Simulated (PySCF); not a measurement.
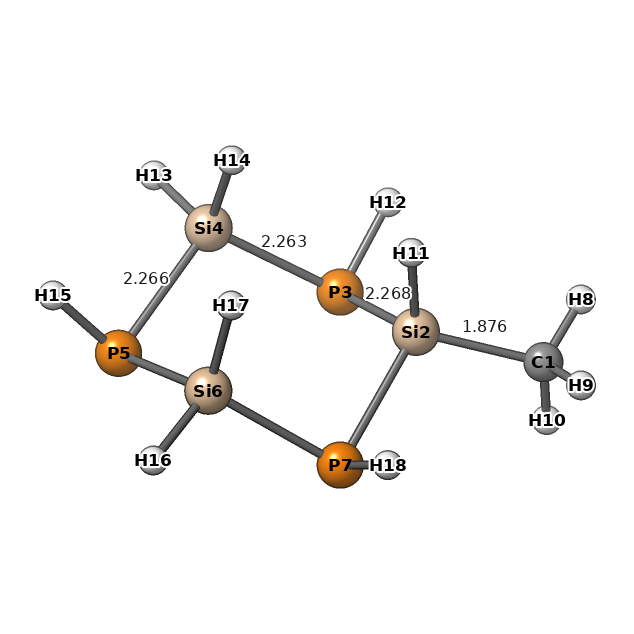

Bond lengths are marked in Å; every bond is drawn as one stick. The geometry was computed by an optimisation with PBE0-D3(BJ)/def2-SVP. No frequency run is at hand to confirm it as a minimum.

> Assign a bond order to each marked bond.

C1–Si2 single; Si2–P3 single; P3–Si4 single; Si4–P5 single.

> Write the SMILES.

C[SiH]1P[SiH2]P[SiH2]P1
